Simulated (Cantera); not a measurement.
Charge: 1 mol SiCl₄, a varied amount of H₂O, 1.5 mol H₂, 2.6 mol O₂, at 1950 K and 14000 Pa.

Method: chemical equilibrium by Gibbs-energy minimisation in Cantera with the NASA 1993 tables (ideal gas, pure condensed phases). Candidate condensed phases: H₂O, Si, SiO₂; 30 gas species. The tables hold silica as quartz up to 1696 K and as liquid above; real silica turns to tridymite and cristobalite and melts near 1996 K. Gases not in the tables: Si(OH)₄. Kinetics and transport are ignored.

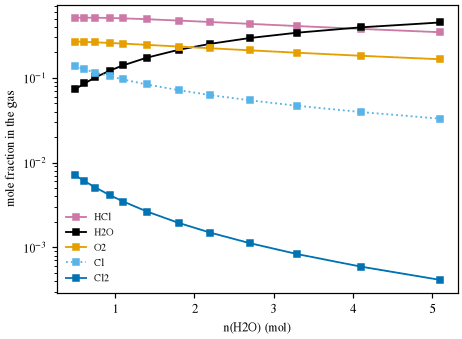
Figure: Equilibrium gas composition (values under 1e-9 drawn at 1e-9)

From 0.49 mol H₂O to 5.1 mol H₂O the condensed part is SiO₂(condensed).
